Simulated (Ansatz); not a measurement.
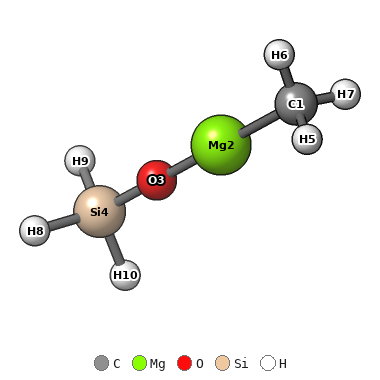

The system is CH6MgOSi, SMILES [CH3][Mg][O][SiH3]; the picture shows the reference structure. First axis: bond length Si4–H9. Second axis: angle H8–Si4–H9. Nothing is relaxed (all other coordinates rigid). The grid has 11 × 11 points. Points are written as (first, second). Energies are in kcal/mol, from the lowest grid point. Theory: RHF/def2-TZVP (Ansatz 0.2.0).

Its coordinates:

```yaml
atoms:
  - { symbol: C, position_ang: [-0.5467, 2.4329, -1.3252] }
  - { symbol: Mg, position_ang: [-0.1366, 0.6329, -0.3468] }
  - { symbol: O, position_ang: [0.2148, -0.9100, 0.4921] }
  - { symbol: Si, position_ang: [0.5265, -2.2812, 1.2378] }
  - { symbol: H, position_ang: [0.0335, 2.5318, -2.2394] }
  - { symbol: H, position_ang: [-0.3124, 3.2902, -0.6989] }
  - { symbol: H, position_ang: [-1.5964, 2.5088, -1.5983] }
  - { symbol: H, position_ang: [1.9775, -2.4429, 1.5010] }
  - { symbol: H, position_ang: [-0.1692, -2.3627, 2.5456] }
  - { symbol: H, position_ang: [0.0922, -3.4510, 0.4353] }
```

Range: bond length Si4–H9 from 1.276 to 2.077 Å; angle H8–Si4–H9 from 82.2 to 132.2°.

Question: What will the energy surface look like?

Answer: The lowest grid point is at (1.516 Å, 107.2°). It is the only kind of minimum in the scanned range. The highest grid point, (2.077 Å, 132.2°), lies 49.8 kcal/mol above the lowest. Round the minimum the two coordinates are weakly coupled (coupling 0.06 in units of the two stiffnesses).

```tsv
angle H8–Si4–H9 ↓, bond length Si4–H9 →	1.276	1.356	1.436	1.516	1.596	1.676	1.757	1.837	1.917	1.997	2.077
132.2	23.7	15.5	12.1	12.1	14.5	18.6	23.9	29.8	36.3	43.0	49.8
127.2	19.5	11.3	7.9	7.8	10.2	14.2	19.4	25.4	31.8	38.5	45.2
122.2	16.2	8.0	4.5	4.4	6.7	10.7	15.9	21.8	28.2	34.8	41.5
117.2	14.0	5.7	2.2	2.0	4.2	8.2	13.3	19.1	25.4	32.0	38.7
112.2	12.7	4.3	0.7	0.5	2.7	6.5	11.6	17.3	23.6	30.0	36.6
107.2	12.4	4.0	0.3	0.0	2.1	5.8	10.8	16.5	22.6	29.0	35.5
102.2	13.1	4.6	0.9	0.5	2.4	6.1	10.9	16.5	22.5	28.8	35.2
97.2	14.9	6.3	2.5	1.9	3.8	7.3	12.0	17.4	23.3	29.4	35.7
92.2	17.8	9.1	5.1	4.5	6.2	9.5	14.1	19.3	25.0	31.0	37.1
87.2	21.9	13.0	8.9	8.1	9.6	12.8	17.1	22.2	27.7	33.5	39.3
82.2	27.1	18.1	13.8	12.8	14.1	17.1	21.2	26.0	31.3	36.8	42.5
```

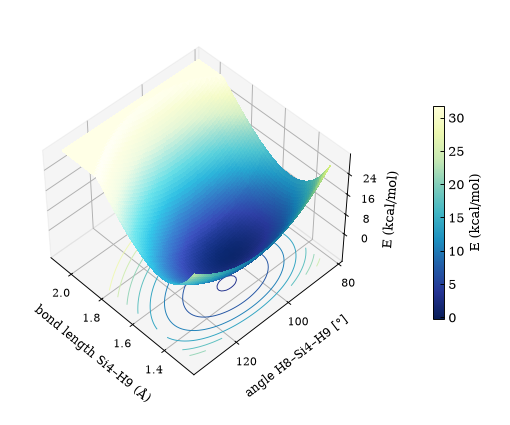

Drawn: a relief with its contours projected below, any walls above the top of the colour scale cut off. Between grid points the surface is interpolated.

The whole map (121 points run) took 11 min on 1 thread of Arm Neoverse V1, with other jobs on the host.
